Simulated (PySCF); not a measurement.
## Electronic structure of C₂H₉NO₂Si₂ in real space

```xyz
16

C     3.0558   -0.0387    0.4422
C     1.7084   -0.0609   -0.1976
O     1.1396    0.9895   -0.5797
O     1.0661   -1.1180   -0.3710
Si   -0.4196   -0.0440   -1.1679
Si   -1.6886    0.2770    0.7040
N    -3.2938   -0.0221    0.1562
H     3.7288    0.5824   -0.1448
H     2.9656    0.4054    1.4328
H     3.4455   -1.0488    0.5295
H    -0.5023    0.9573   -2.2453
H    -0.6643   -1.2743   -1.9498
H    -1.7526    1.6520    1.2189
H    -1.2742   -0.5312    1.8770
H    -4.0644    0.1553    0.7793
H    -3.4858   -0.8445   -0.3918
```

Geometry: GFN2-xTB.

Computed with PBE0/pcSseg-1, SCF density, gas phase, non-relativistic in PySCF.

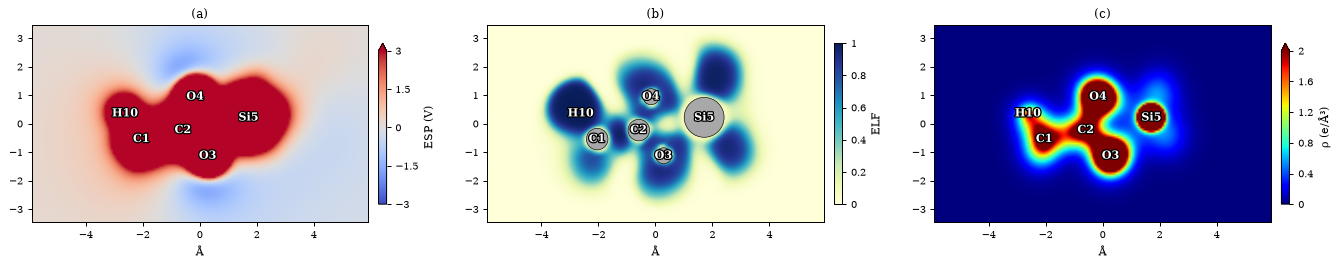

Figure 1. (a) electrostatic potential; (b) electron localisation function; (c) electron density on the plane of atoms C2, O4 and Si5. Grey discs cover the atomic cores in the ELF map.

Interpret the plot.

- Atoms in the plane: C, O, Si and H.
- C–O (1.25 Å): ρ is about 3.1 e/Å³ halfway; the ELF peaks at about 0.85 between the atoms (a short, strongly polar bond).
- C–C (1.49 Å): ρ is about 1.8 e/Å³ halfway; the ELF peaks at about 0.95 between the atoms: localised, covalent bonding.
- Si–O (1.96 Å): ρ is about 0.59 e/Å³ halfway, with its minimum of 0.46 e/Å³ about 0.8 Å from Si; the ELF peaks at about 0.85 in the valence shell of O, 0.6 Å from its nucleus, and is about 0.65 at the midpoint.
- C–H (1.09 Å): ρ is about 2 e/Å³ halfway; the ELF climbs to about 1 towards the hydrogen, as it does in any bond to H (a covalent bond by its length).
- The ELF also peaks beside O3 and O4, away from the bonds: lone-pair regions.
- Outside the dense part of the molecule the potential is most negative (−1.6 V) near O4.

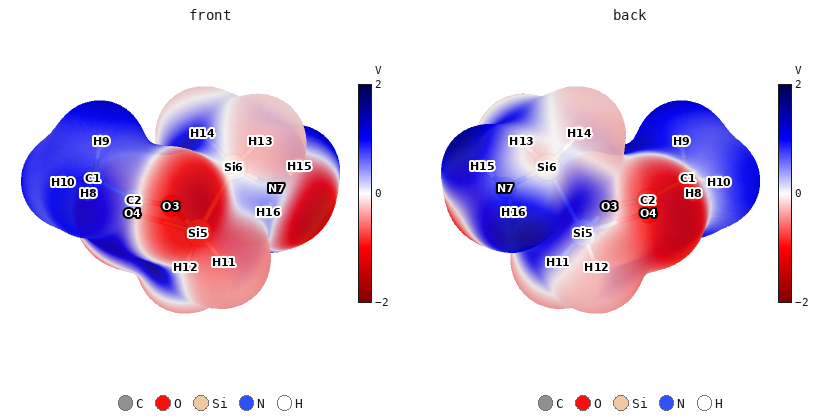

Figure 2. The molecular electrostatic potential painted on the density surface at 0.002 e/bohr³, seen from the front and from behind; red is negative and blue positive.

Describe the electrostatic potential map.

The most negative region (about −1.4 V) lies over N7, the most positive (about +1.5 V) over Si5, H15 and H16. N7 is the likeliest acceptor of a hydrogen bond.
